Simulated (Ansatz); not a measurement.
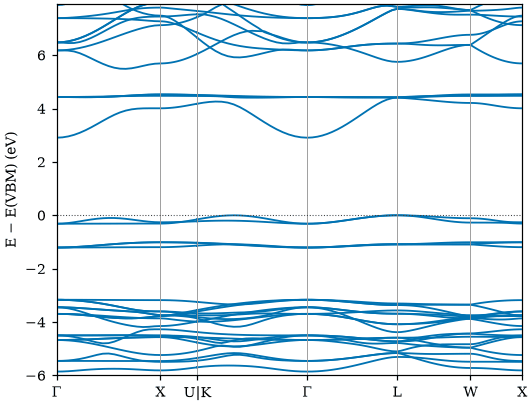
*Band structure from LDA (plane waves, PAW; program Ansatz)*

Q: Read off the gap and where the band edges lie.

A: About 2.9 eV (2.91 eV by a search for the band edges); maximum at L, minimum at Γ.

Q: Which compound is it?
(A) Rb2InAgF6, Fm-3m (Rb on 8c, In on 4a, Ag on 4b, F on 24e)
(B) C, diamond
(C) Rb2ScAgF6, Fm-3m (Rb on 8c, Sc on 4a, Ag on 4b, F on 24e)
(D) AlAs, zinc blende

A: C, Rb2ScAgF6, Fm-3m (Rb on 8c, Sc on 4a, Ag on 4b, F on 24e)

The first step of the workflow began from a Materials Project structure, measured or hypothetical; the Crystallography Open Database copy checked does not list it. Its standing as an ambient phase is unchecked. The LDA relaxation kept the symmetry of its start. At this level the phase is dynamically unstable (imaginary phonons). The run is not spin-polarised. Spin–orbit coupling is left out wherever it is not named.

Potentials: the later of the program's two PAW sets.
